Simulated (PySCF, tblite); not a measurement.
# anisole (C₇H₈O): a rotation path, then NMR shifts on frames

How do NMR shifts of anisole (C₇H₈O) (`COc1ccccc1`) change as the atoms move?

The runs use tblite 0.8.0 and PySCF 2.14.0, with density-fitted response routines of our own; the level of theory stands in each step. All values are computed, except where a source is named. Atoms are numbered from 0 throughout.

**1. Starting geometry**

16 atoms, charge 0, multiplicity 1; geometry from: GFN2-xTB.

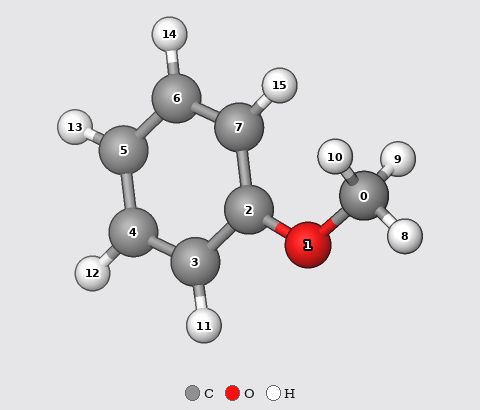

As it starts; carbon grey, oxygen red, hydrogen white, atoms numbered.

**2. The rotation path with GFN2-xTB**

Job settings and geometry (Å):

```
{"job": {"kind": "neb", "xc": "GFN2-xTB", "basis": "xTB", "atoms": [7, 2, 1, 0], "turn": 180}, "charge": 0, "multiplicity": 1}
C     -2.678492     0.143652    -0.211827
O     -1.599109    -0.563700    -0.770061
C     -0.339431    -0.285379    -0.328233
C      0.687188    -1.023631    -0.919261
C      1.997948    -0.819172    -0.543556
C      2.309965     0.124244     0.423673
C      1.294946     0.855890     1.009686
C     -0.026774     0.657904     0.643570
H     -3.570107    -0.240194    -0.705637
H     -2.759809    -0.030368     0.866376
H     -2.596483     1.219344    -0.400483
H      0.425908    -1.751910    -1.670964
H      2.781936    -1.399227    -1.007395
H      3.336319     0.285484     0.716525
H      1.525587     1.593415     1.764529
H     -0.797192     1.242590     1.121648
```

Method: GFN2-xTB climbing-image nudged elastic band, gas phase.

Started as:

```
$ OMP_NUM_THREADS=1 python probes_run.py task.json out
```

One launch serves the whole session: the jobs run in the order shown.

The log of the run:

```text
image   E - E0 / eV
  0       0.0000
  1       0.0488
  2       0.1303
  3       0.1850
  4       0.1963
  5       0.1630
  6       0.1077
  7       0.0341
  8      -0.0000
```

Wall time 7.5 s (1 thread, shared host).

The final band, with the dihedral C7–C2–O1–C0:

```tsv
image	dihedral (°)	energy (eV)	energy (kcal/mol)
0	0	0.000	0.0
1	24	0.049	1.1
2	48	0.130	3.0
3	73	0.185	4.3
4	97	0.196	4.5
5	123	0.163	3.8
6	144	0.108	2.5
7	162	0.034	0.8
8	180	0.000	0.0
```

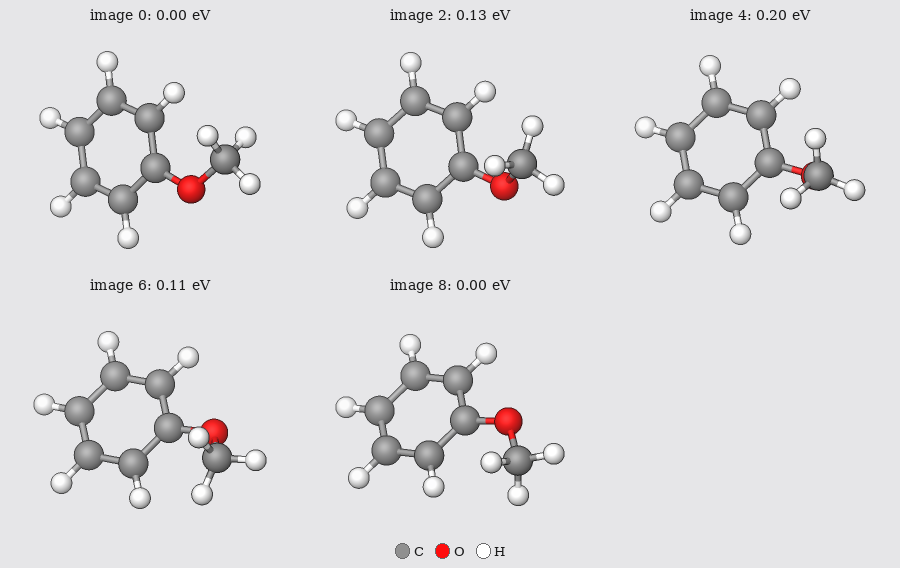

Images along the band.

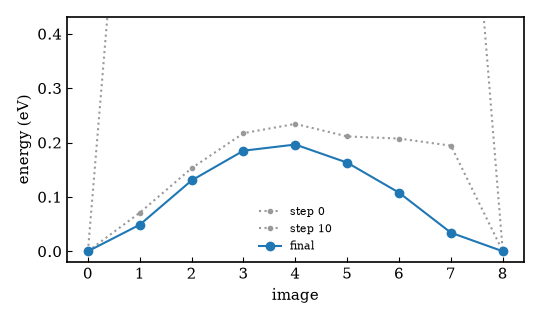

Energy along the band, early and final.

**3. Shielding tensors: image 0, PBE0/pcSseg-1**

Job settings and geometry (Å):

```
{"job": {"kind": "nmr", "xc": "PBE0", "basis": "pcSseg-1", "pop": false}, "charge": 0, "multiplicity": 1}
C     -2.678500     0.143700    -0.211800
O     -1.599100    -0.563700    -0.770100
C     -0.339400    -0.285400    -0.328200
C      0.687200    -1.023600    -0.919300
C      1.997900    -0.819200    -0.543600
C      2.310000     0.124200     0.423700
C      1.294900     0.855900     1.009700
C     -0.026800     0.657900     0.643600
H     -3.570100    -0.240200    -0.705600
H     -2.759800    -0.030400     0.866400
H     -2.596500     1.219300    -0.400500
H      0.425900    -1.751900    -1.671000
H      2.781900    -1.399200    -1.007400
H      3.336300     0.285500     0.716500
H      1.525600     1.593400     1.764500
H     -0.797200     1.242600     1.121600
```

Method: GIAO PBE0/pcSseg-1 NMR shielding, non-relativistic, gas phase.

The log of the run:

```text
coarse grid: 13648 points
cycle   1  E = -346.2015748530  dE =  1.393e+00  |g| = 5.344e-01  |ddm| = 3.817e+00
cycle   2  E = -346.1752495205  dE =  2.633e-02  |g| = 6.740e-01  |ddm| = 1.160e+00
cycle   3  E = -346.2613199062  dE = -8.607e-02  |g| = 9.806e-02  |ddm| = 6.320e-01
cycle   4  E = -346.2630498282  dE = -1.730e-03  |g| = 3.424e-02  |ddm| = 9.810e-02
cycle   5  E = -346.2633113577  dE = -2.615e-04  |g| = 7.577e-03  |ddm| = 3.755e-02
cycle   6  E = -346.2633220506  dE = -1.069e-05  |g| = 3.894e-03  |ddm| = 1.051e-02
cycle   7  E = -346.2633260706  dE = -4.020e-06  |g| = 7.598e-04  |ddm| = 4.122e-03
final grid: 132640 points
cycle   8  E = -346.3218851668  dE = -3.620e-05  |g| = 1.169e-02  |ddm| = 4.851e-02
cycle   9  E = -346.3218567462  dE =  2.842e-05  |g| = 1.725e-02  |ddm| = 2.107e-02
cycle  10  E = -346.3219124555  dE = -5.571e-05  |g| = 1.867e-03  |ddm| = 1.349e-02
cycle  11  E = -346.3219132420  dE = -7.864e-07  |g| = 2.655e-04  |ddm| = 2.117e-03
cycle  12  E = -346.3219132519  dE = -9.888e-09  |g| = 1.729e-04  |ddm| = 4.178e-04
cycle  13  E = -346.3219132600  dE = -8.125e-09  |g| = 3.096e-05  |ddm| = 1.858e-04
cycle  14  E = -346.3219132602  dE = -2.346e-10  |g| = 6.574e-06  |ddm| = 3.391e-05
converged SCF energy = -346.3219132602

GIAO shielding tensors (ppm)
atom      isotropic    diamagn.    paramagn.     s11        s22        s33       span
  0 C      131.290     245.142    -113.852    103.308    112.241    178.323     75.015
  1 O      231.141     396.811    -165.671    127.972    278.612    286.838    158.866
  2 C       20.066     254.777    -234.711    -63.267      8.491    114.973    178.241
  3 C       63.250     252.455    -189.205    -26.540     51.181    165.110    191.649
  4 C       51.867     253.464    -201.596    -58.754     38.447    175.909    234.663
  5 C       61.745     253.907    -192.162    -45.142     51.036    179.340    224.482
  6 C       52.251     253.221    -200.969    -59.079     39.575    176.259    235.338
  7 C       74.798     258.035    -183.236    -14.868     57.101    182.161    197.029
  8 H       27.440      27.650      -0.210     22.945     26.135     33.241     10.295
  9 H       27.980      29.520      -1.540     24.582     25.619     33.739      9.157
 10 H       27.978      29.514      -1.535     24.580     25.613     33.742      9.162
 11 H       24.449      31.614      -7.164     20.521     24.411     28.416      7.895
 12 H       24.136      29.958      -5.821     20.767     24.735     26.907      6.140
 13 H       24.540      29.943      -5.402     21.269     25.424     26.927      5.658
 14 H       24.141      30.718      -6.577     20.683     24.530     27.210      6.527
 15 H       24.942      33.649      -8.707     20.647     24.542     29.637      8.990
```

It took 59 s on 1 thread, shared host.

Shifts follow as δ = σ(reference) − σ, with reference shieldings (ppm) from runs at the same level and on the same kind of geometry: ¹H TMS 31.72, ¹³C TMS 186.9, ¹⁷O H2O 336.1. The references are single molecules in the gas phase, so shifts against H2O, NH3, PH3, H3PO4 or CFCl3 are not on the usual liquid scales and can be off by tens of ppm. Each atom is listed at this fixed geometry, with no averaging over motion; a spectrum would average atoms that exchange fast.

```tsv
atoms	environment	σ (ppm)	δ (ppm)
C2	aromatic carbon bearing oxygen	20.1	166.9
C4	aromatic CH	51.9	135.1
C6	aromatic CH	52.3	134.7
C5	aromatic CH	61.7	125.2
C3	aromatic CH	63.3	123.7
C7	aromatic CH	74.8	112.1
C0	methyl carbon bonded to O	131.3	55.6
H12	hydrogen on an aromatic CH	24.14	7.58
H14	hydrogen on an aromatic CH	24.14	7.58
H11	hydrogen on an aromatic CH	24.45	7.27
H13	hydrogen on an aromatic CH	24.54	7.18
H15	hydrogen on an aromatic CH	24.94	6.77
H8	hydrogen on a methyl carbon bonded to O	27.44	4.28
H10	hydrogen on a methyl carbon bonded to O	27.98	3.74
H9	hydrogen on a methyl carbon bonded to O	27.98	3.74
O1	ether oxygen	231.1	104.9
```

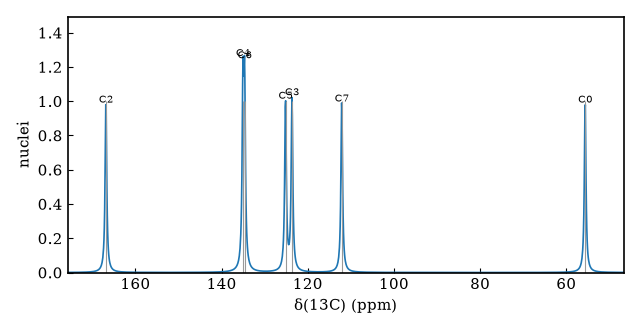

¹³C lines at the computed shifts, without couplings. Lines are broadened to a width of 0.44 ppm (Lorentzian).

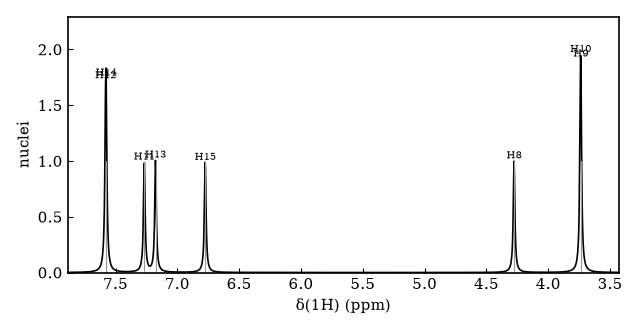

¹H lines at the computed shifts, without couplings. Lines are broadened to a width of 0.02 ppm (Lorentzian).

Ring of atoms C2, C3, C4, C5, C6, C7: NICS(0) -9.5, NICS(1) -11.2, NICS(1)zz -27.9 ppm (means of both faces).

**4. NMR shieldings: image 2, PBE0/pcSseg-1**

Job settings and geometry (Å):

```
{"job": {"kind": "nmr", "xc": "PBE0", "basis": "pcSseg-1", "pop": false}, "charge": 0, "multiplicity": 1}
C     -2.639100     0.198300    -0.394300
O     -1.664700    -0.816300    -0.314800
C     -0.370900    -0.427900    -0.063000
C      0.617900    -1.003700    -0.855600
C      1.946400    -0.686900    -0.653000
C      2.305800     0.201400     0.347200
C      1.325900     0.761000     1.148900
C     -0.009400     0.456600     0.947500
H     -3.578700    -0.309200    -0.606500
H     -2.739300     0.767700     0.533100
H     -2.407100     0.888300    -1.213500
H      0.315600    -1.691300    -1.629700
H      2.702700    -1.124900    -1.287100
H      3.344200     0.456000     0.500300
H      1.602200     1.442800     1.940900
H     -0.759200     0.897100     1.588200
```

Level: GIAO PBE0/pcSseg-1 NMR shielding, non-relativistic, gas phase.

The log of the run:

```text
coarse grid: 13648 points
cycle   1  E = -346.1960308554  dE =  1.376e+00  |g| = 5.427e-01  |ddm| = 3.816e+00
cycle   2  E = -346.1680282538  dE =  2.800e-02  |g| = 6.893e-01  |ddm| = 1.173e+00
cycle   3  E = -346.2570594279  dE = -8.903e-02  |g| = 9.415e-02  |ddm| = 6.517e-01
cycle   4  E = -346.2586512833  dE = -1.592e-03  |g| = 3.293e-02  |ddm| = 9.776e-02
cycle   5  E = -346.2588968428  dE = -2.456e-04  |g| = 7.232e-03  |ddm| = 3.665e-02
cycle   6  E = -346.2589065244  dE = -9.682e-06  |g| = 3.687e-03  |ddm| = 9.484e-03
cycle   7  E = -346.2589100702  dE = -3.546e-06  |g| = 6.854e-04  |ddm| = 3.744e-03
final grid: 132640 points
cycle   8  E = -346.3177870610  dE = -3.275e-05  |g| = 1.193e-02  |ddm| = 4.348e-02
cycle   9  E = -346.3177591139  dE =  2.795e-05  |g| = 1.732e-02  |ddm| = 2.186e-02
cycle  10  E = -346.3178155518  dE = -5.644e-05  |g| = 1.784e-03  |ddm| = 1.382e-02
cycle  11  E = -346.3178162802  dE = -7.284e-07  |g| = 2.601e-04  |ddm| = 2.061e-03
cycle  12  E = -346.3178162902  dE = -9.908e-09  |g| = 1.653e-04  |ddm| = 4.037e-04
cycle  13  E = -346.3178162975  dE = -7.314e-09  |g| = 2.980e-05  |ddm| = 1.755e-04
cycle  14  E = -346.3178162977  dE = -2.153e-10  |g| = 7.152e-06  |ddm| = 3.349e-05
converged SCF energy = -346.3178162977

GIAO shielding tensors (ppm)
atom      isotropic    diamagn.    paramagn.     s11        s22        s33       span
  0 C      127.361     244.502    -117.142     98.532    101.970    181.581     83.049
  1 O      252.134     398.750    -146.615    158.072    274.306    324.025    165.952
  2 C       18.011     254.575    -236.564    -69.654     10.153    113.534    183.188
  3 C       59.753     252.641    -192.888    -32.512     48.568    163.203    195.715
  4 C       51.827     254.010    -202.182    -58.014     37.829    175.667    233.681
  5 C       59.562     253.990    -194.429    -46.847     46.302    179.230    226.078
  6 C       52.405     253.688    -201.283    -58.058     39.113    176.159    234.217
  7 C       66.674     255.879    -189.205    -27.268     45.837    181.451    208.719
  8 H       27.567      27.904      -0.337     23.650     25.602     33.448      9.799
  9 H       27.481      29.698      -2.217     22.756     26.669     33.018     10.262
 10 H       28.149      29.535      -1.386     24.322     26.059     34.065      9.742
 11 H       24.400      31.924      -7.523     20.825     24.088     28.289      7.463
 12 H       24.155      30.093      -5.938     20.845     24.700     26.919      6.073
 13 H       24.471      29.937      -5.465     21.260     25.292     26.862      5.602
 14 H       24.126      30.531      -6.405     20.753     24.594     27.029      6.276
 15 H       24.404      32.767      -8.363     20.151     23.825     29.236      9.085
```

Wall time 59 s (1 thread, shared host).

In short: δ C2 168.9, C4 135.1, C6 134.5, C5 127.4, H14 7.59, H12 7.56 ppm.

(Part 1 of 2 ends here.)
